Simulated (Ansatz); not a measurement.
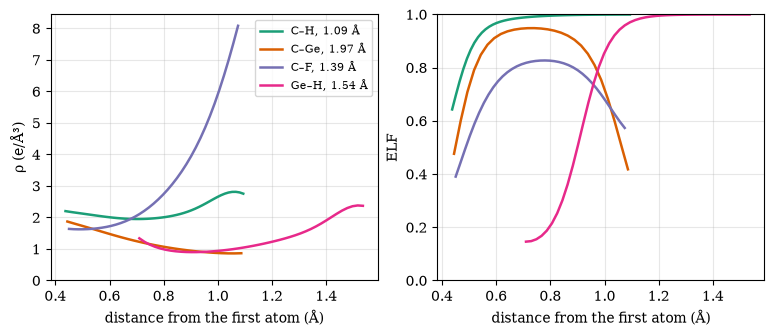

The picture shows: CH5FGe (SMILES F[CH2][GeH3]). Electron density and electron localisation function along straight lines between neighbouring atoms. The curves leave out the atomic cores.

Geometry: PBE0-D4/def2-TZVP.

The calculation used Ansatz 0.2.0, RKS PBE0-D4/def2-TZVPP.

```xyz
8

F    -1.1753    1.3739   -0.7466
C    -0.5595    0.1356   -0.8409
Ge    0.5619   -0.1946    0.7510
H     0.0476    0.1219   -1.7504
H    -1.3364   -0.6287   -0.9311
H    -0.3133   -0.1733    2.0120
H     1.2192   -1.5775    0.5996
H     1.6479    0.8858    0.8505
```

> What can be read from the curves?

C–H (1.09 Å): the density is about 2.1 e/Å³ at the midpoint; the ELF climbs to about 1 towards the hydrogen, as it does in any bond to H: an ordinary covalent bond to hydrogen.
C–Ge (1.97 Å): ρ at the midpoint is about 0.88 e/Å³; the ELF peaks at about 0.95 in the valence shell of C, 0.7 Å from its nucleus, and is about 0.75 at the midpoint.
C–F (1.39 Å): the density is about 2 e/Å³ at the midpoint, with its minimum of 1.6 e/Å³ about 0.5 Å from C; the ELF peaks at about 0.85 between the atoms, as expected for a polar covalent bond.
Ge–H (1.54 Å): ρ at the midpoint is about 1.1 e/Å³; the ELF climbs to about 1 towards the hydrogen.
